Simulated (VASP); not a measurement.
Band structure of CsSnI3 (cubic perovskite). All values below come from PW91 GGA, VASP's PBE PAW potentials (set 64) (plane waves; VASP).

Unless said otherwise, spin-orbit coupling is left out, though it shifts the bands of the heavy elements here.

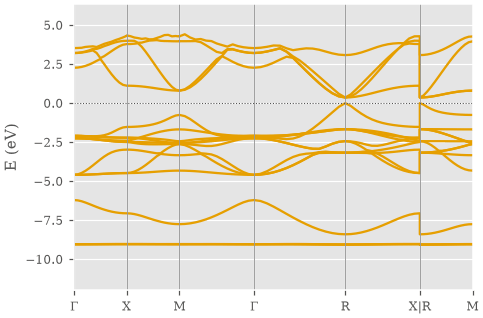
Fig. 1. Bands along high-symmetry lines, zero at the valence-band maximum or, without a gap, the Fermi level

Task: Read the plot: is there a gap, and where are the band edges?

Result: The gap is direct, 0.36 eV, from the valence maximum at R to the conduction minimum at R. (Edges off the drawn lines would not show.)

The compound is CsSnI3 in the cubic perovskite structure, the ideal cubic form; the compound distorts at low or room temperature. It was relaxed first.
